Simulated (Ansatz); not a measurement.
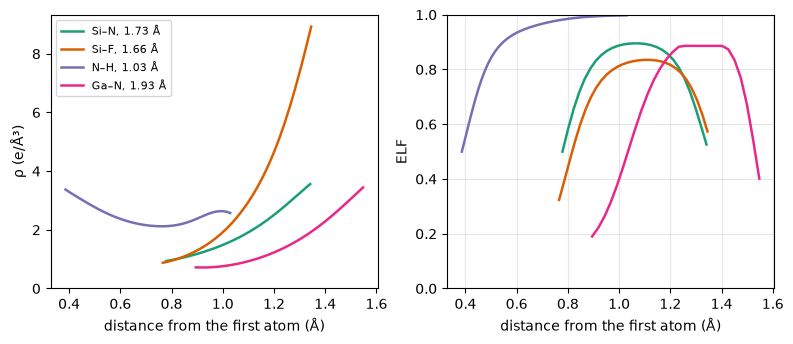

Figure 1: FGaHNSi. Total electron density and ELF along straight lines between neighbouring atoms. The curves leave out the atomic cores.

Geometry: B3LYP-D3(BJ)/def2-SVP.

All numbers below come from isolated molecule in a Gaussian basis; Kohn-Sham density functional theory, functional PBE0 in Ansatz.

The calculation's input:

```
crystal:
  periodic: [false, false, false]
  atoms:
    - {symbol: F, position_ang: [-2.189309, 2.710700, 0.966159]}
    - {symbol: Ga, position_ang: [-2.161136, -1.739117, 1.738509]}
    - {symbol: N, position_ang: [-2.301147, 0.130187, 1.261945]}
    - {symbol: Si, position_ang: [-1.534958, 1.532224, 1.926959]}
    - {symbol: H, position_ang: [-2.939691, 0.329699, 0.480188]}
basis:
  gaussian:
    orbitals: def2-TZVPD
total_charge: 0
magnetization:
  spin_polarized: false
  initial_magnetization: 0
hamiltonian:
  xc: {name: PBE0}
output:
  forces: true
  orbitals: {seedname: orbitals}
```

Command:

```sh
ansatz run input.yaml --threads 1 --pin off --max-ram 2610MiB --events-out events.jsonl --progress --plain --runs-dir runs
```

**Compare the contacts.**

Si–N (1.73 Å): the density is about 1.1 e/Å³ at the midpoint; the ELF peaks at about 0.90 between the atoms (a shared but strongly polarised pair).
Si–F (1.66 Å): the density is about 1 e/Å³ at the midpoint; the ELF peaks at about 0.85 in the valence shell of F, 0.5 Å from its nucleus, and is about 0.55 at the midpoint.
N–H (1.03 Å): ρ at the midpoint is about 2.7 e/Å³; the ELF climbs to about 1 towards the hydrogen, as it does in any bond to H; a covalent bond by its length.
Ga–N (1.93 Å): ρ at the midpoint is about 0.73 e/Å³; the ELF peaks at about 0.90 in the valence shell of N, 0.7 Å from its nucleus, and is about 0.30 at the midpoint.
